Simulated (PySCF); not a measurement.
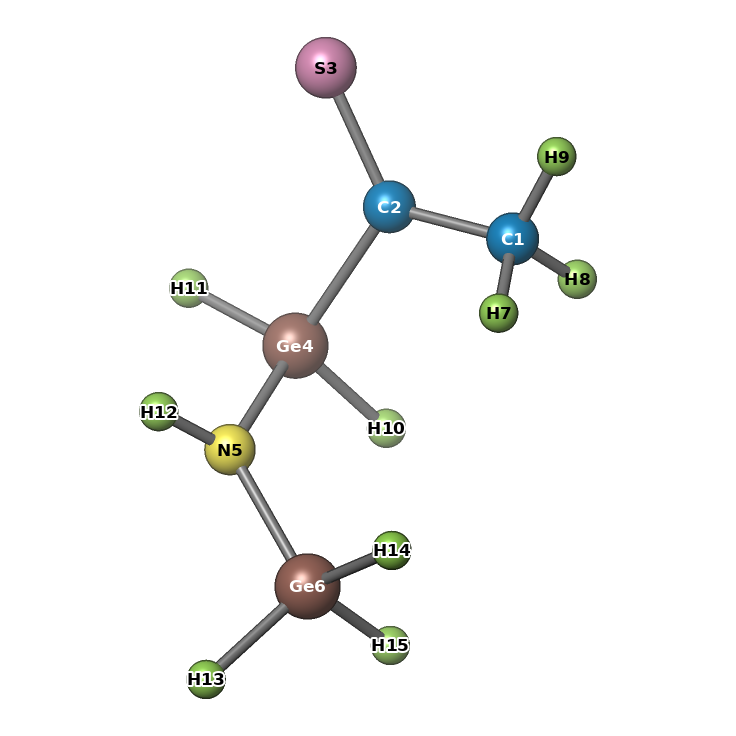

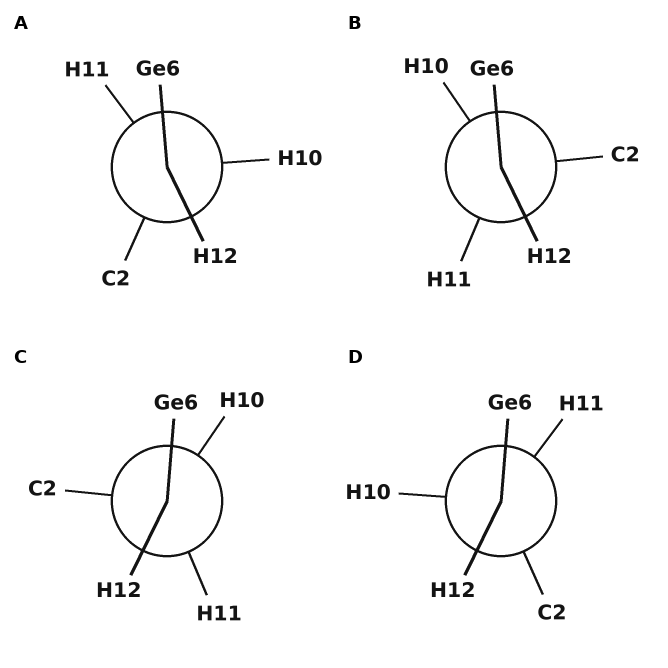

Depth is shown by fading: the farther an atom, the more it takes the colour of the background. Bonds that would overlap in a projection are set slightly apart. Computed geometry: PBE0-D3(BJ)/def2-SVP optimisation. No frequency run is at hand to confirm it as a minimum.

Question: Which Newman projection shows the view along N5–Ge4, with N5 in front?

Answer: C. The torsion angle Ge6–N5–Ge4–C2 is −89°, about perpendicular.
